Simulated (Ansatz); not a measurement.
# Tl (P6_3/mmc): the Drude term of Re ε in the infrared

Re ε of Tl (P6_3/mmc) along x at low photon energies is read from one computed spectrum; the carriers' damping was typed as γ = 0.05 eV. x, y and z are the Cartesian axes of the input cell.

Symmetry: P6_3/mmc, No. 194, hexagonal system. Conventional cell: a = 3.456 Å, b = 3.456 Å, c = 5.525 Å, α = 90.00°, β = 90.00°, γ = 120.00°. Tl on site c has 12 Tl at 3.41 to 3.46 Å as nearest neighbours.

Method: Ansatz 0.2.0, PBE, independent particles, k-mesh 12×12×6 with interpolation inside its cells, Gaussian parameter 0.1 eV.

Launch of the response step: `ansatz run input.yaml --threads 4 --pin off --max-ram 8192MiB --backend cpu --events-out ev --progress --plain --runs-dir out`. The run took 71 s, on 4 threads of Arm Neoverse V1, on a shared host.

```tsv
photon energy E (eV)	wavelength (µm)	Re ε
0.25	4.96	-791.2
0.30	4.13	-544.8
0.35	3.54	?
0.40	3.10	-293.8
0.50	2.48	-176.6
0.60	2.07	-114.0
0.70	1.77	-77.2
```

A Drude term over a constant background gives Re ε = ε_b − ωp²/(E² + γ²), linear in 1/(E² + γ²).

Working, on the rows shown:

| x = 1/(E² + γ²) (eV⁻²) | y = Re ε |
| --- | --- |
| 15.3846 | -791.2 |
| 10.8108 | -544.8 |
| 6.15385 | -293.8 |
| 3.9604 | -176.6 |
| 2.75862 | -114 |
| 2.03046 | -77.2 |

Means: x̄ = 6.8498, ȳ = -332.93. Σ(x − x̄)(y − ȳ) = -7358, Σ(x − x̄)² = 137.3. Slope = -7358 / 137.3 = -53.58; intercept = ȳ − slope · x̄ = 34.05. The line misses the rows shown by at most 2.5.

Predict the last column of the withheld row from the fit.

At x = 8 the line gives y = -394.56. The run gave -393.3, so the interpolation is off by 1.3, 0.2 % of the range in the table.

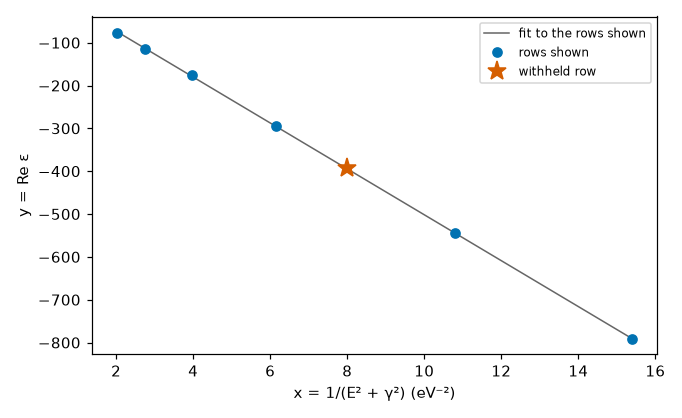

Refitted with all rows, the slope is -53.57 and the intercept 34.166. These give ωp = √(−slope) = 7.32 eV, against 7.41 eV from the program's Fermi-surface sum, and an intercept of 34.2. Taking the program's Drude term off the rows leaves 54 at the lowest energy and 34 at the highest, so the background isn't constant: interband transitions lie in or near the window, and neither fitted number can be trusted. The values come from a sum over the points of one k-mesh and carry its error, which is largest for Fermi-surface quantities. Spin-orbit coupling is left out.

[Logs are printed without paths, hosts, clocks, repeated set-up lines and the standing remarks that a program may print on its own settings, such as how far it seeks lower states.]
